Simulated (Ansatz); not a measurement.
# AlAsClH₃ (SMILES [Cl][AlH][AsH2]): one structure at several levels

The atoms stand at a structure displaced at random from a GFN2-xTB minimum. How far do the functionals agree with CCSD(T) there?

Computed with Ansatz 0.2.0, Gaussian basis. Level: single points in def2-TZVPP.

Correlated methods freeze the cores. Filled d shells of the heavier atoms are correlated.

## (1) The starting structure

SMILES `[Cl][AlH][AsH2]`, 6 atoms, charge 0, spin multiplicity 1.

Atoms are counted from 1 here; the program's logs count them from 0.

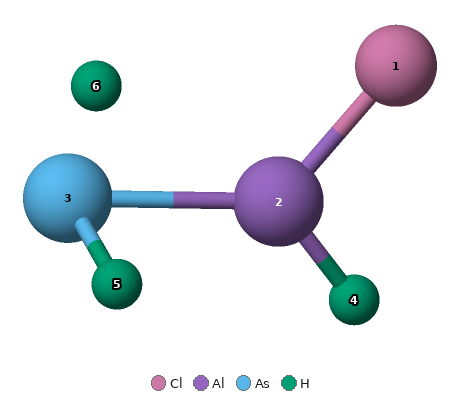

As it starts; chlorine pink, aluminium purple, arsenic blue, hydrogen teal; atoms are numbered from 1 in the order of the file.

Geometry (Å):

```
Cl   -2.16890   -1.18480    0.87180
Al   -0.33920   -0.78210   -0.13430
As    1.45210    0.87580    0.41840
H    -0.23720   -2.00700   -1.10430
H     0.89390    1.25190   -1.16620
H     0.02920    1.90480    0.92930
```

## (2) CCSD(T)/def2-TZVPP

File run/in.yaml:

```yaml
crystal:
  periodic: [false, false, false]
  atoms:
    - {symbol: Cl, position_ang: [-2.168900, -1.184800, 0.871800]}
    - {symbol: Al, position_ang: [-0.339200, -0.782100, -0.134300]}
    - {symbol: As, position_ang: [1.452100, 0.875800, 0.418400]}
    - {symbol: H, position_ang: [-0.237200, -2.007000, -1.104300]}
    - {symbol: H, position_ang: [0.893900, 1.251900, -1.166200]}
    - {symbol: H, position_ang: [0.029200, 1.904800, 0.929300]}
basis:
  gaussian: {orbitals: def2-TZVPP}
correlation: {method: ccsd_t}
output: {forces: true}
```

No record of the launch command was kept for these runs.

## (3) PBE0-D4/def2-TZVPP

Changes to run/in.yaml since step 2:

```diff
@@ -11,3 +11,3 @@
   gaussian: {orbitals: def2-TZVPP}
-correlation: {method: ccsd_t}
-output: {forces: true}
+hamiltonian: {xc: pbe0, dispersion: d4}
+output: {forces: true, orbitals: {seedname: orbitals}}
```

## (4) wB97M-V/def2-TZVPP

Changes to run/in.yaml since step 3:

```diff
@@ -11,3 +11,3 @@
   gaussian: {orbitals: def2-TZVPP}
-hamiltonian: {xc: pbe0, dispersion: d4}
-output: {forces: true, orbitals: {seedname: orbitals}}
+hamiltonian: {xc: {name: wB97M-V}}
+output: {forces: true}
```

## (5) r2SCAN-D4/def2-TZVPP

Changes to run/in.yaml since step 4:

```diff
@@ -11,3 +11,3 @@
   gaussian: {orbitals: def2-TZVPP}
-hamiltonian: {xc: {name: wB97M-V}}
+hamiltonian: {xc: r2scan, dispersion: d4}
 output: {forces: true}
```

## (6) PBE-D4/def2-TZVPP

Changes to run/in.yaml since step 5:

```diff
@@ -11,3 +11,3 @@
   gaussian: {orbitals: def2-TZVPP}
-hamiltonian: {xc: r2scan, dispersion: d4}
+hamiltonian: {xc: pbe, dispersion: d4}
 output: {forces: true}
```

## (7) r2SCAN0-D4/def2-TZVPP

Changes to run/in.yaml since step 6:

```diff
@@ -11,3 +11,3 @@
   gaussian: {orbitals: def2-TZVPP}
-hamiltonian: {xc: pbe, dispersion: d4}
+hamiltonian: {xc: {name: r2SCAN0}, dispersion: d4}
 output: {forces: true}
```

## (8) CAM-B3LYP-D4/def2-TZVPP

Changes to run/in.yaml since step 7:

```diff
@@ -11,3 +11,3 @@
   gaussian: {orbitals: def2-TZVPP}
-hamiltonian: {xc: {name: r2SCAN0}, dispersion: d4}
+hamiltonian: {xc: {name: CAM-B3LYP}, dispersion: d4}
 output: {forces: true}
```

(Steps that only read results are left out.)

**Question.** What will these runs give? Wanted: energy less free atoms, CCSD(T)/def2-TZVPP; RMS force component; RMS force error; HOMO and LUMO, PBE0-D4; T1 diagnostic.

The runs gave:

| quantity | value |
| --- | --- |
| energy less free atoms, CCSD(T)/def2-TZVPP | -14.568 eV |
| RMS force component | 1.153 to 1.372 eV/Å over the methods |
| RMS force error | PBE0-D4 0.040, wB97M-V 0.073, r2SCAN-D4 0.026, PBE-D4 0.152, r2SCAN0-D4 0.104, CAM-B3LYP-D4 0.091 eV/Å |
| HOMO and LUMO, PBE0-D4 | -7.68 and -1.73 eV |
| T1 diagnostic | 0.012 |

What this shows: Against CCSD(T) the functionals' energies less atoms differ by -0.605 to -0.267 eV, PBE-D4 by -0.577 eV. The reference is not at the basis limit: in triple zeta CCSD(T) underbinds, which counts against methods that bind more; the gaps are no ranking. For forces r2SCAN-D4 does best and PBE-D4 worst. Frozen-core CCSD(T) forces in triple zeta carry basis errors of their own, and this is one geometry, so small gaps rank nothing.
